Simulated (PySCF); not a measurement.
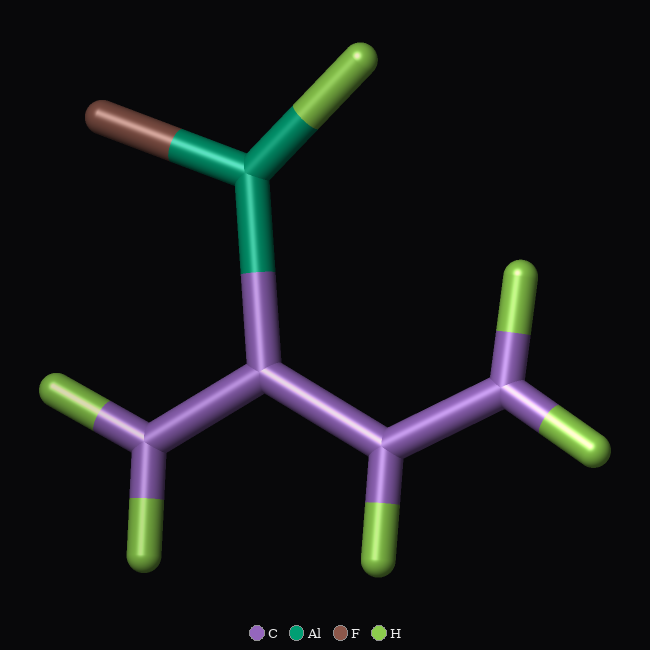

Stick drawing of a structure. Every bond is drawn as one stick, whatever its order.

Describe the molecule.

Formula C₄H₆AlF. Its SMILES string is `C=C[C](=C)[AlH][F]`. Among its groups: alkene. Coordination: 4 C trigonal planar; 1 Al trigonal planar.

The parts below concern this one geometry. Atoms keep their numbers from picture to picture. The computed structure is the end point of a PBE0-D3(BJ)/def2-SVP optimisation. No frequency run is at hand to confirm it as a minimum.

**Geometry**

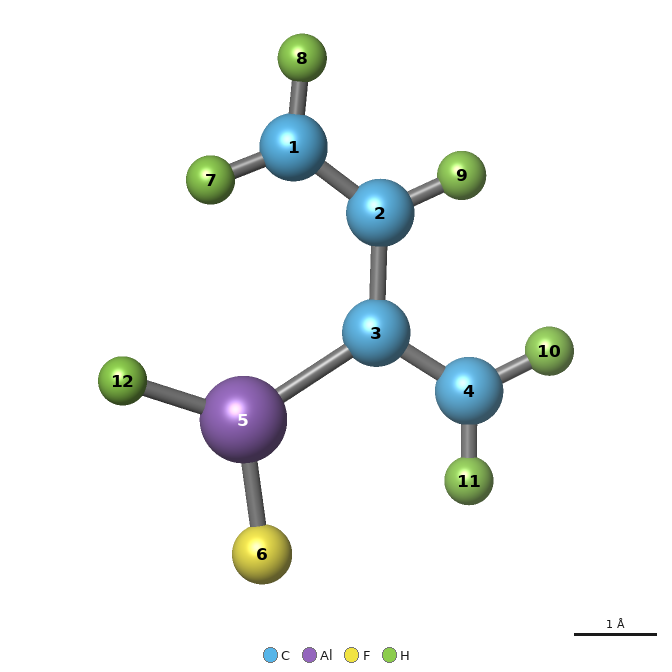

Numbered structure. No frequency run is at hand to confirm it as a minimum.

Estimate the angles C2–C1–H7, C2–C1–H8, C1–C2–C3, C1–C2–H9, C3–C2–H9, C2–C3–C4, C2–C3–Al5, C4–C3–Al5, C3–C4–H10, C3–C4–H11, C3–Al5–F6, C3–Al5–H12, F6–Al5–H12.

| angle | degrees |
| --- | --- |
| C2–C1–H7 | 121.7 |
| C2–C1–H8 | 121.5 |
| C1–C2–C3 | 125.2 |
| C1–C2–H9 | 118.5 |
| C3–C2–H9 | 116.3 |
| C2–C3–C4 | 120.3 |
| C2–C3–Al5 | 124.6 |
| C4–C3–Al5 | 115.1 |
| C3–C4–H10 | 121.7 |
| C3–C4–H11 | 122.1 |
| C3–Al5–F6 | 114.4 |
| C3–Al5–H12 | 129.3 |
| F6–Al5–H12 | 116.3 |

**Charges**

The questions are on Hirshfeld charges. No frequency run is at hand to confirm it as a minimum. Properties computed with PBE0/IGLO-III, gas phase (PySCF 2.14.0).

List the Hirshfeld charges.

```json
{"atom": "C1", "value (e)": "−0.10"}
{"atom": "C2", "value (e)": "−0.05"}
{"atom": "C3", "value (e)": "−0.16"}
{"atom": "C4", "value (e)": "−0.08"}
{"atom": "Al5", "value (e)": "0.61"}
{"atom": "F6", "value (e)": "−0.30"}
{"atom": "H7", "value (e)": "0.04"}
{"atom": "H8", "value (e)": "0.05"}
{"atom": "H9", "value (e)": "0.05"}
{"atom": "H10", "value (e)": "0.05"}
{"atom": "H11", "value (e)": "0.05"}
{"atom": "H12", "value (e)": "−0.15"}
```

**Dipole moment**

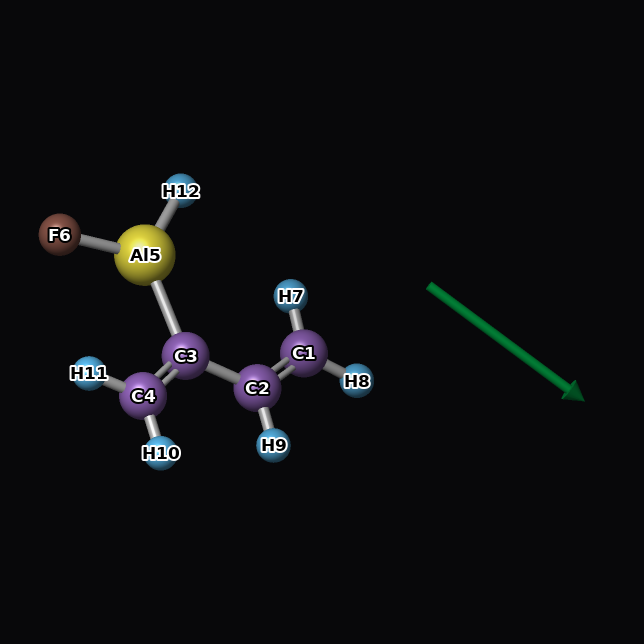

The arrow beside the molecule shows the direction of the dipole moment, from the negative to the positive end (its length means nothing). No frequency run is at hand to confirm it as a minimum. Method: OPBE/pcSseg-1, gas phase (PySCF 2.14.0).

**Estimate the dipole moment.**

1.71 D; it points from the side of F6 to the side of H8 (the outermost atoms at the two ends).

**NMR shielding**

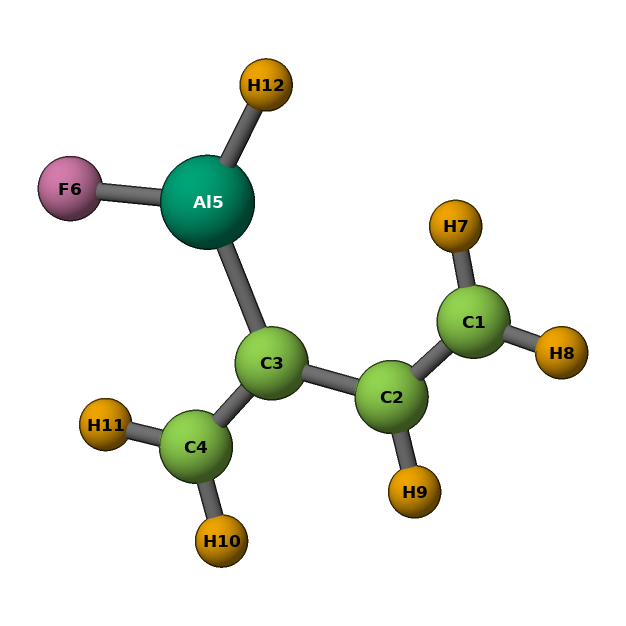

No frequency run is at hand to confirm it as a minimum. Method: GIAO KT2/pcSseg-1 NMR shielding, non-relativistic, gas phase (PySCF 2.14.0). Principal shieldings σ11 ≤ σ22 ≤ σ33, span Ω = σ33 − σ11, skew κ = 3(σiso − σ22)/Ω.

Give the shielding tensors of the C atoms.

| atom | σ11 | σ22 | σ33 | σiso | Ω | κ |
| --- | --- | --- | --- | --- | --- | --- |
| C1 | −27.4 | 73.7 | 155.4 | 67.2 | 182.8 | −0.11 |
| C2 | −59.7 | 50.3 | 128.4 | 39.7 | 188.1 | −0.17 |
| C3 | −48.4 | 7.6 | 155.3 | 38.2 | 203.8 | 0.45 |
| C4 | −55.6 | 53.0 | 148.0 | 48.5 | 203.7 | −0.07 |

Shieldings and span in ppm.

**Quadrupole coupling**

No frequency run is at hand to confirm it as a minimum. Electric field gradients from the ground-state density, PBE0/aug-cc-pVDZ (PySCF 2.14.0), non-relativistic apart from any core potentials.

Give the largest field-gradient component, the quadrupole coupling constant and the asymmetry for 27Al at Al5 (Q = 146.6 mb).

```json
{"atom": "Al5", "V_zz (a.u.)": "0.982", "e²qQ/h (MHz)": "33.8", "η": "0.49"}
```
